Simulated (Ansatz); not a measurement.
**NbTe2, pressure series**

The reference is NbTe2 (space group C2/m, No. 12; a = 14.764 Å, b = 3.674 Å, c = 9.446 Å, α = γ = 90.00°, β = 110.60°; layered).

Cell and atoms are relaxed at each pressure.

Level of theory: DFT with r2SCAN+rVV10, PAW potentials and a 500 eV plane-wave cutoff in Ansatz (an electronic-structure program), scalar-relativistic without spin-orbit coupling.

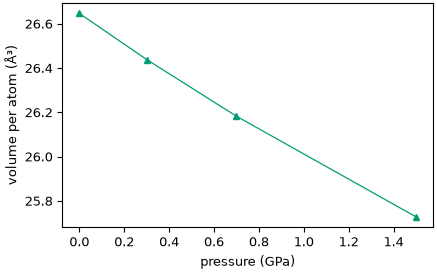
Figure: Volume per atom against pressure

Question: From the plot, what is the volume per atom for pressure 0.7 GPa?

Answer: About 26.18 Å³.

Question: Is the trend monotonic over the range shown?

Answer: Yes, it falls throughout, spanning 25.73 Å³ to 26.65 Å³.

Load acts through the strain it causes; cell and atoms are relaxed under it. Stability against distortions was not tested. All final runs are without spin polarisation. An odd electron count without spin: NbTe2.
